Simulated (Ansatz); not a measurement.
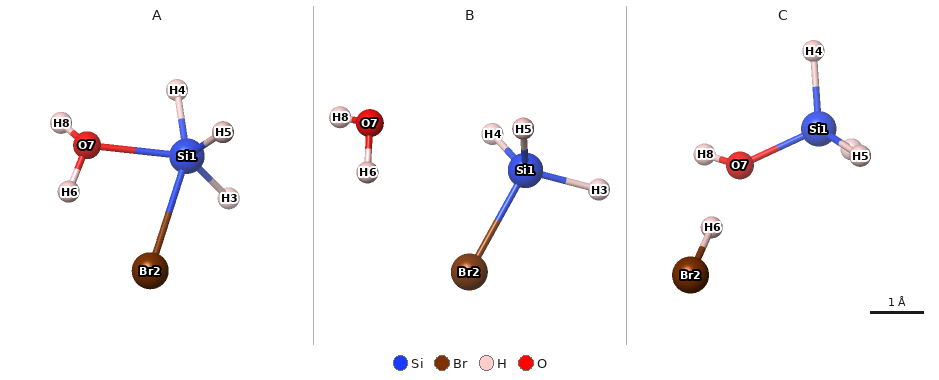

Three geometries of SiH5OBr: a saddle point and the two minima that it joins, in shuffled order. A ball-and-stick model, seen at a tilt. Sticks join atoms that are closer than about 1.2 times the sum of their covalent radii (a little more with hydrogen).

Stationary points at PBE0-D4/def2-TZVP, single-point energies with CCSD(T)/CBS, RPA@PBE, PBE0-D4, CAM-B3LYP-D4, PBE-D4, wB97M-V (def2-TZVPP where no basis is named; Ansatz 0.2.0). The energies are electronic, without zero-point or thermal terms, and both ends are the minima reached downhill from the saddle, with any fragments still in contact. CCSD(T)/CBS stands for a frozen-core estimate: MP2 correlation extrapolated from def2-TZVPP and def2-QZVPP, CCSD(T) minus MP2 from the smaller set.

### Identify the saddle point and describe the reaction.

Frame A is the saddle point. Counted by bonded pieces, B holds H₂O + SiH₃Br and C holds HBr + SiH₄O. From B over the saddle to C, bonds form: Si1–O7 (3.19 → 1.93 → 1.66 Å), Br2–H6 (2.79 → 2.22 → 1.44 Å). Bonds break: Si1–Br2 (2.24 → 2.51 → 4.50 Å), H6–O7 (0.96 → 0.99 → 1.87 Å). The saddle has one imaginary mode, 201i cm⁻¹. With CCSD(T)/CBS the barrier is 21.1 kcal/mol from B and 19.9 kcal/mol from C, and C lies 1.1 kcal/mol above B.

```tsv
level	barrier from B (kcal/mol)	barrier from C (kcal/mol)	C less B (kcal/mol)
CCSD(T)/CBS	21.1	19.9	1.1
RPA@PBE	22.4	23.2	−0.8
PBE0-D4	18.5	16.9	1.6
CAM-B3LYP-D4	19.9	21.8	−1.9
PBE-D4	17.3	15.8	1.4
wB97M-V	19.1	18.2	0.9
```

Against CCSD(T)/CBS, CAM-B3LYP-D4 comes closest on the barrier from B (−1.2 kcal/mol) and PBE-D4 misses most (−3.8 kcal/mol).

Limits of the set-up: the start holds two separate molecules, 2.8 Å apart at their closest, whose relative position is a soft coordinate.
